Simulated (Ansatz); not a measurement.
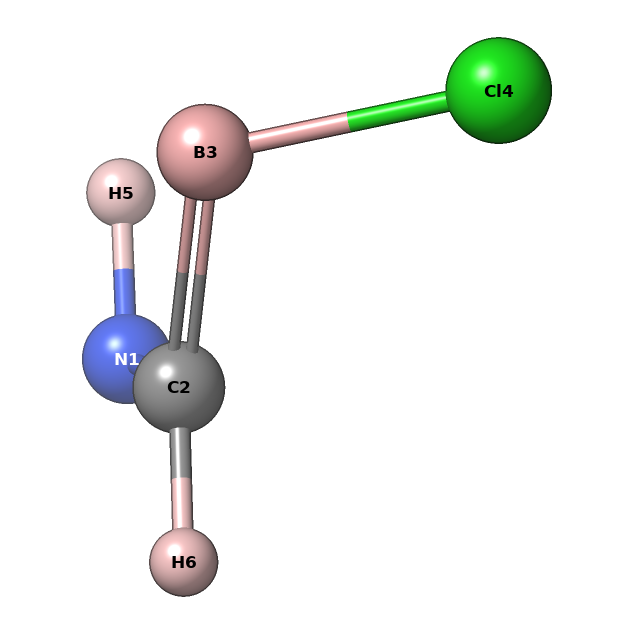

The picture comes from a calculation with Ansatz.

N1 lies behind C2. The molecule seen a little off the C2–N1 bond, C2 in front. Distant atoms are faded towards the background colour. The species has charge −1 and is a spin singlet. Geometry: moved along internal coordinates away from the minimum.

**What is the torsion angle B3–C2–N1–H5? The sign is positive where the front bond must turn clockwise to cover the back bond.**

2°, synperiplanar (eclipsed).
